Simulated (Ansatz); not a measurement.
Consider HfAs3.

```xyz
8
Lattice="5.5372 0.0000 0.0000 0.0000 5.5372 0.0000 0.0000 0.0000 5.5372" Properties=species:S:1:pos:R:3 pbc="T T T"
Hf    0.0000    0.0000    0.0000
Hf    2.7686    2.7686    2.7686
As    2.7686    0.0000    0.0000
As    0.0000    2.7686    2.7686
As    0.0000    2.7686    0.0000
As    2.7686    0.0000    2.7686
As    0.0000    0.0000    2.7686
As    2.7686    2.7686    0.0000
```

Space group Im-3m; a structure generated by program, which may or may not match a known phase; computed without spin polarisation.

Method: DFT PBE, scalar-relativistic, plane waves, PAW in Ansatz 0.2.0.

> What can the converged valence pseudo-density and electron localisation function tell about the bonding?

Hf–As (2.77 Å): the density is about 0.36 e/Å³ at the midpoint; the ELF is about 0.50 at the midpoint.

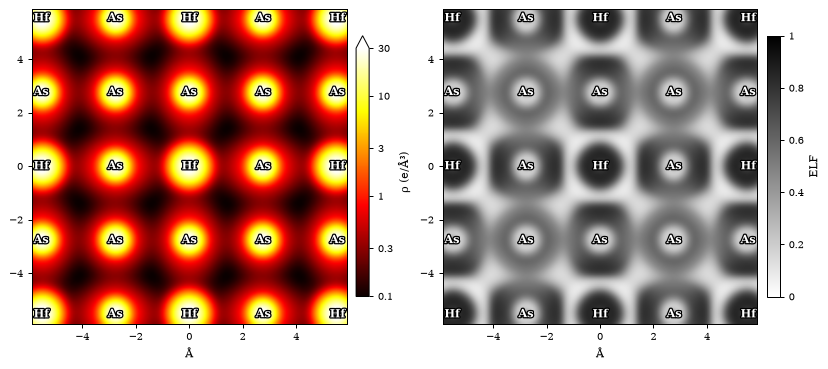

Computed valence pseudo-density and electron localisation function on the (100) plane of the conventional cell, in this order. 

The density is the valence pseudo-density of a PAW calculation; it isn't the true density close to the nuclei.
